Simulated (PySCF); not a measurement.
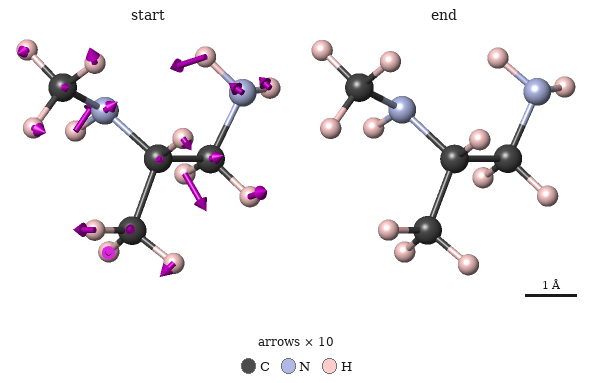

The structure of C$_{4}$H$_{12}$N$_{2}$ before (left) and after (right) a relaxation, at one scale. The purple arrows give the displacements, 10 times their true length.

A ball-and-stick model, seen at a tilt.

The start comes from GFN2-xTB.

Computed with PBE0-D3(BJ)/def2-SVP geometry optimisation, gas phase (PySCF 2.14.0, density-fitted response routines). 

What changed between the two?

The energy falls by 1.05 kcal/mol in 4 geometry steps. Largest force component: 0.88 eV/Å at the start, 0.023 eV/Å at the end. The largest move after the best rigid fit is that of an H atom, 0.097 Å. Largest moves by element: H 0.097 Å, N 0.039 Å, C 0.032 Å. Among the contacts that change: C–H 1.088 → 1.100 Å, C–H 1.105 → 1.116 Å, C–C 1.532 → 1.526 Å, C–N 1.447 → 1.442 Å. Among the angles between lasting bonds that change: H–C–H 108.0° → 106.0°. The run took of the order of 30 core-seconds on a shared host.
